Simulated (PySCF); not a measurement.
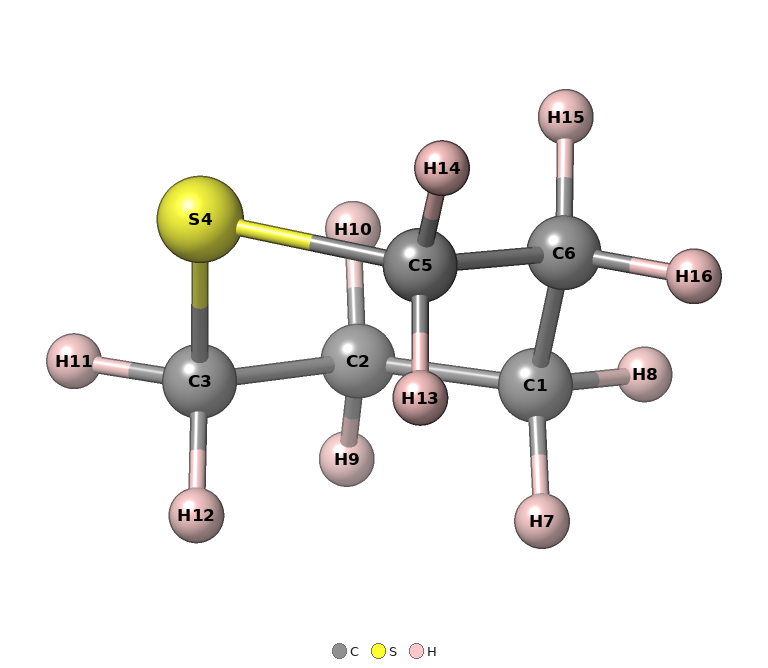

Atoms fade into the background with distance from the viewer. The geometry was computed by an optimisation with PBE0-D3(BJ)/def2-TZVP. No frequency run is at hand to confirm it as a minimum.

Q: How is the 6-membered ring C1–C2–C3–S4–C5–C6 puckered?

A: It is a chair (Cremer–Pople θ = 6°, folded into 0 to 90°). The Cremer–Pople amplitude Q is 0.64 Å.

Q: Give the torsion angles round the ring, beginning with the bond from its second to its third atom.

A: 61°, −55°, 55°, −61°, 59°, −59°.
